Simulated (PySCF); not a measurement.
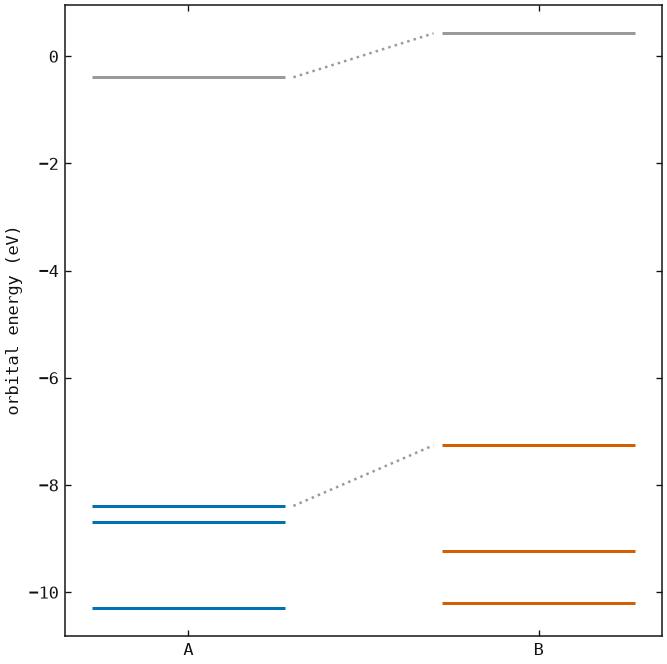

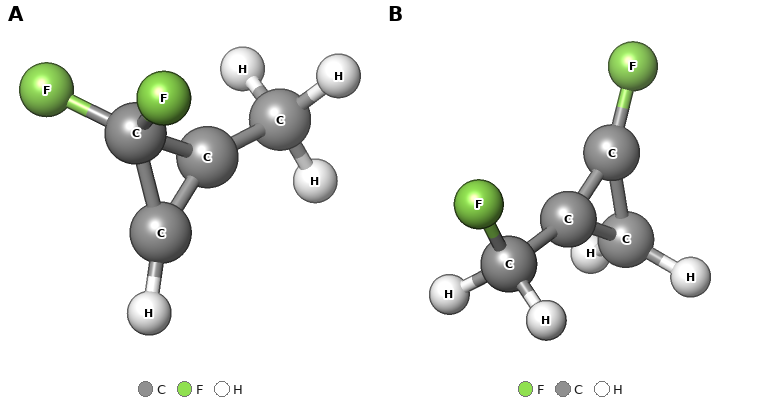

Related molecules: A is C₄H₄F₂, SMILES CC1=CC1(F)F; B is C₄H₄F₂, SMILES FCC1=C(F)C1. Frontier orbital energies, PBE0/def2-SVPD in PySCF, at a PBE0-D3(BJ)/def2-SVP geometry (no frequency check); drawn are at most three filled levels and, in grey, the LUMO with any level within 0.03 eV of it; dotted lines join the HOMOs and the LUMOs.

### What does the change do to the frontier levels?

From A to B the HOMO rises by 1.13 eV and the LUMO rises by 0.82 eV, so the separation goes from 8.00 to 7.69 eV.

### Does the ΔSCF ionisation energy follow the HOMO?

A: −ε(HOMO) 8.39, ΔSCF 10.73 eV; B: −ε(HOMO) 7.26, ΔSCF 9.53 eV.

Caveats, for all or some of the runs: empty levels above zero depend strongly on the basis; one conformer of a flexible molecule.
